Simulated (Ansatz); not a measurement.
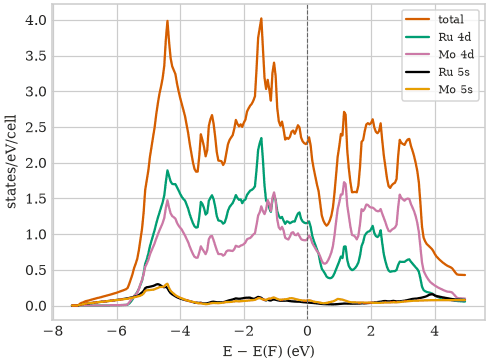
*Total and projected density of states of MoRu (L1₀ or tetragonal B2, P4/mmm), the program Ansatz at the PBE level (PAW)*

Q: Which orbitals carry the states next to the Fermi level?

A: Within 0.5 eV of the Fermi level: Ru 4d 49 %, Mo 4d 42 %. Projections are on Löwdin-orthogonalised atomic valence shells; empty p or d shells of many metals are not among them.

Q: Where is the tallest occupied peak in this window, and what makes it?

A: Near -1.4 eV, about 4.0 states/eV per cell; the largest projected share is Ru 4d.

The start of the workflow was typed in or built on a structure type; neither database checked (COD, Materials Project) lists it. Its standing as an ambient phase is unchecked. The cell was relaxed with PBE under the symmetry of its start; whether a distortion lowers the energy is not shown. No spin polarisation was allowed. Scalar-relativistic: spin–orbit coupling is off unless named, which matters more the heavier the elements.

Potentials: the later of the program's two PAW sets.
